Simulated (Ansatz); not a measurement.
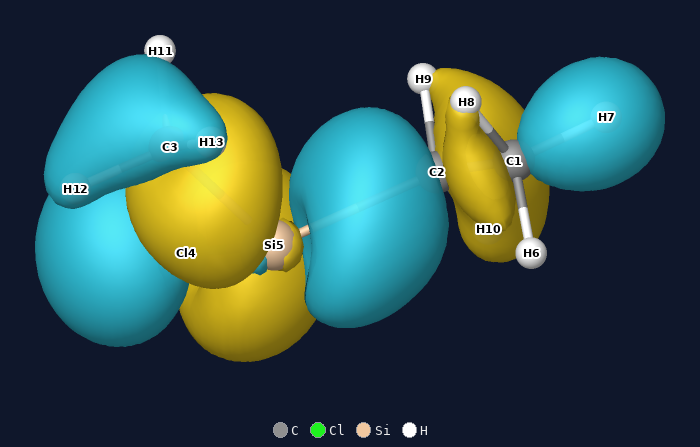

Figure 1: C3H8ClSi (SMILES CC[Si](C)Cl) (doublet). The HOMO−1 (α) at ±0.1 Å⁻³ᐟ² (yellow and cyan are the two phases), seen from one side.

Geometry: B3LYP/6-31G*.

The calculation used isolated molecule in a Gaussian basis; Kohn-Sham density functional theory, functional PBE0 (Ansatz).

The calculation's input:

```
crystal:
  periodic: [false, false, false]
  atoms:
    - symbol: C
      position_ang: [-1.118756, 0.111914, 1.860158]
    - symbol: C
      position_ang: [-0.819399, 1.207373, 0.821800]
    - symbol: C
      position_ang: [1.768185, -0.172364, -0.353498]
    - symbol: Cl
      position_ang: [1.208706, 2.948497, -1.010433]
    - symbol: Si
      position_ang: [1.029986, 1.397702, 0.409568]
    - symbol: H
      position_ang: [-0.628708, 0.319466, 2.818441]
    - symbol: H
      position_ang: [-2.195707, 0.037732, 2.051328]
    - symbol: H
      position_ang: [-0.779701, -0.873990, 1.521341]
    - symbol: H
      position_ang: [-1.343909, 0.995073, -0.121807]
    - symbol: H
      position_ang: [-1.194633, 2.177267, 1.169637]
    - symbol: H
      position_ang: [1.216088, -0.458511, -1.258286]
    - symbol: H
      position_ang: [2.817066, -0.020501, -0.625900]
    - symbol: H
      position_ang: [1.717335, -1.003170, 0.359826]
basis:
  gaussian: {orbitals: def2-SVPD}
magnetization: {spin_polarized: true, initial_magnetization: 1}
hamiltonian: {xc: pbe0}
output: {forces: true, orbitals: {seedname: orbitals}}
```

Command:

```sh
ansatz run input.yaml --threads 2 --pin off --max-ram 4350MiB --events-out events.jsonl --progress --plain --runs-dir runs
```

Question: Where does this orbital lie, and at what energy?

Answer: Its weight (Hirshfeld) is mainly on Cl4 (about 40 %), C2 (about 15 %), Si5 (about 15 %) and C3 (about 15 %). Its energy is −8.43 eV.
